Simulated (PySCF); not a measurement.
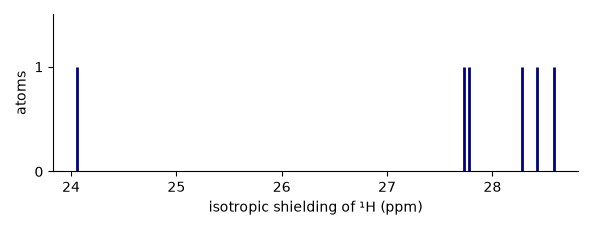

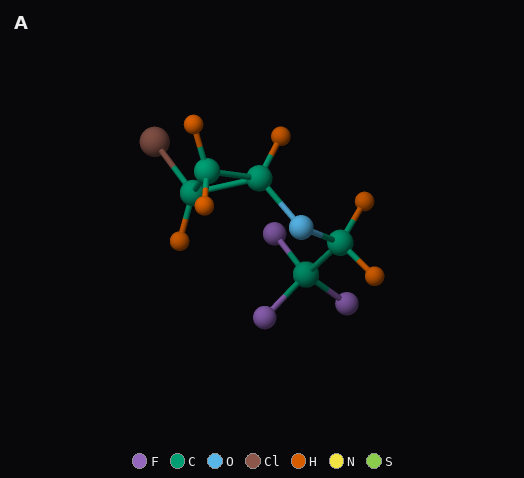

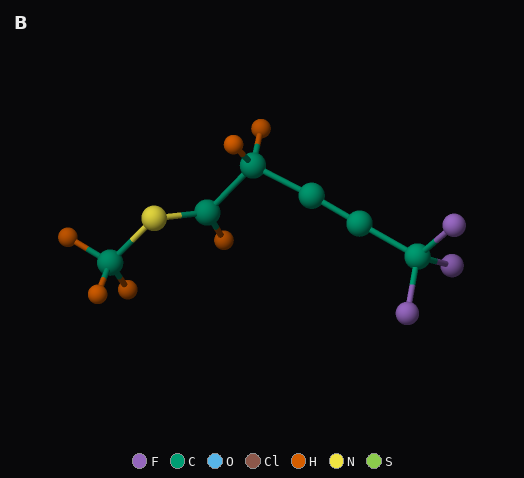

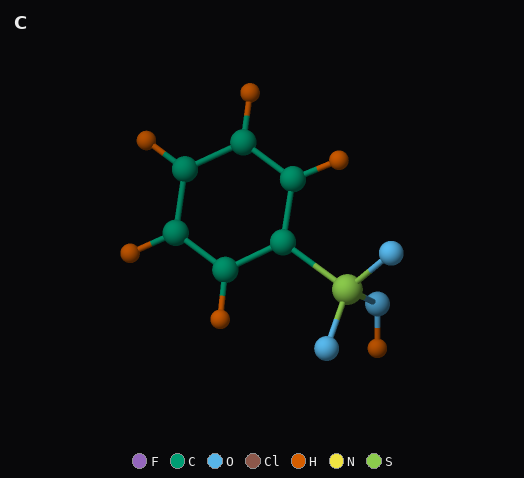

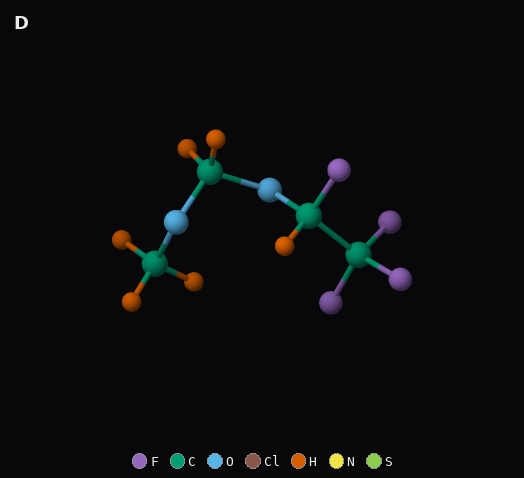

The sticks are computed shieldings of one of the molecules, for one fixed geometry (GFN2-xTB) without averaging over rotations. Low shielding means a high chemical shift. Method: GIAO PBE0/pcSseg-1 NMR shielding, non-relativistic, gas phase (PySCF 2.14.0).

Which molecule gives this pattern?

Answer. B, `C/N=C/CC#CC(F)(F)F`. Its 6 H atoms give lines at 24.06, 27.73, 27.77, 28.28, 28.42, 28.59 ppm.
